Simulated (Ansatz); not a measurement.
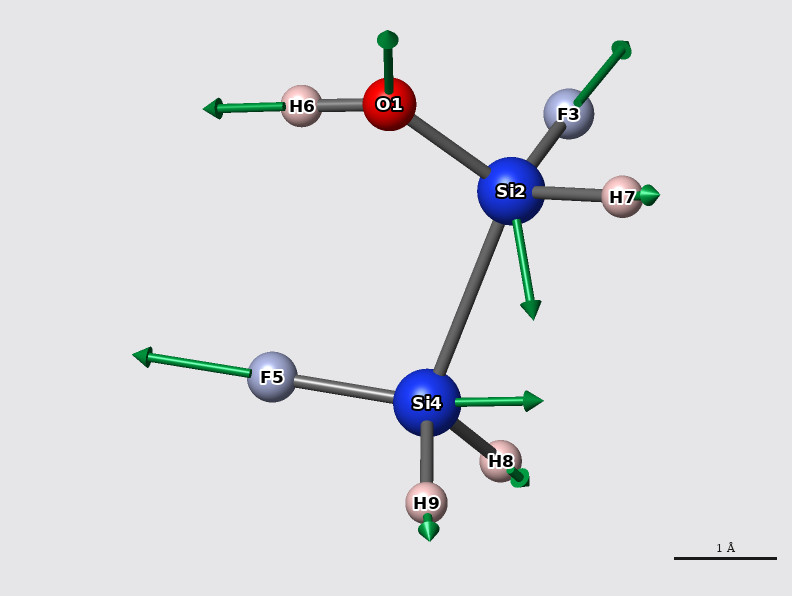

Arrows show the forces on the atoms, 2 Å of arrow for 1 eV/Å; forces under a tenth of the largest aren't drawn. Level of theory: PBE-D4/def2-TZVPP (Ansatz 0.2.0).

List the force components in the frame of the picture (x right, y up, z towards the viewer), in eV/Å.

```csv
atom,Fx,Fy,Fz
O1,−0.01,0.30,0.46
Si2,0.09,−0.50,0.14
F3,0.25,0.31,−0.53
Si4,0.43,0.01,0.14
F5,−0.59,0.09,−0.17
H6,−0.40,−0.01,−0.18
H7,0.13,0.01,0.14
H8,0.09,−0.08,−0.14
H9,0.01,−0.13,0.13
```
